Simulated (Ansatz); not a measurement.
Band structure of LaB6 (Pm-3m, 7 atoms in the cell).

```xyz
7
Lattice="4.1862 0.0000 0.0000 0.0000 4.1862 0.0000 0.0000 0.0000 4.1862" Properties=species:S:1:pos:R:3 pbc="T T T"
La     0.0000     0.0000     0.0000
B      3.3495     2.0931     2.0931
B      0.8367     2.0931     2.0931
B      2.0931     3.3495     2.0931
B      2.0931     0.8367     2.0931
B      2.0931     2.0931     3.3495
B      2.0931     2.0931     0.8367
```

Method: PBE, PAW files (plane waves; Ansatz, a first-principles code).

Settings: kpoints.mp_grid.grid = 7 7 7; hamiltonian.xc = pbe; hamiltonian.pseudopotentials = {kind: paw} (the program's default PAW files); scf.occupations.method = gaussian; scf.occupations.width = 0.136 eV; kpoints.band_path.npoints = 8.

The starting cell comes from a database of computed structures (which also holds hypothetical and non-ambient phases and stackings), without a prior relaxation at this level. Its lattice was rescaled by a random factor within 2.5 % of one.

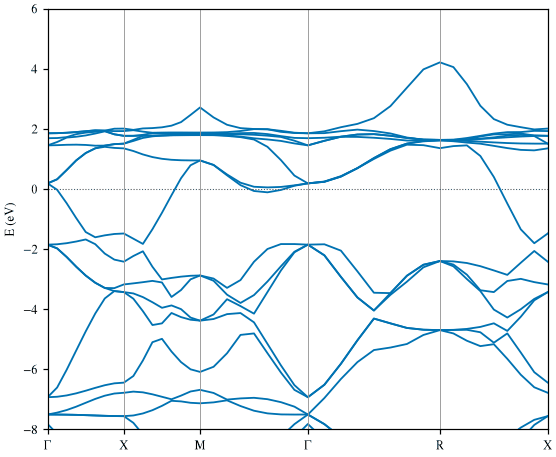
Bands along the path, energies from the Fermi level.

Levels in eV from the Fermi level, bands 11 to 18:
| point | 11 | 12 | 13 | 14 | 15 | 16 | 17 | 18 |
|---|---|---|---|---|---|---|---|---|
| Γ | -6.93 | -1.85 | -1.85 | -1.85 | 0.19 | 0.19 | 0.19 | 1.45 |
| X | -3.43 | -3.43 | -3.17 | -2.42 | -1.48 | 1.35 | 1.51 | 1.51 |
| M | -4.38 | -4.38 | -2.88 | -2.88 | 0.95 | 0.95 | 1.79 | 1.82 |
| R | -4.69 | -2.40 | -2.40 | -2.40 | 1.36 | 1.62 | 1.62 | 1.62 |

Bands cross the Fermi level along this path, so the cell is metallic at this level.

Keys are those of Ansatz 0.2.
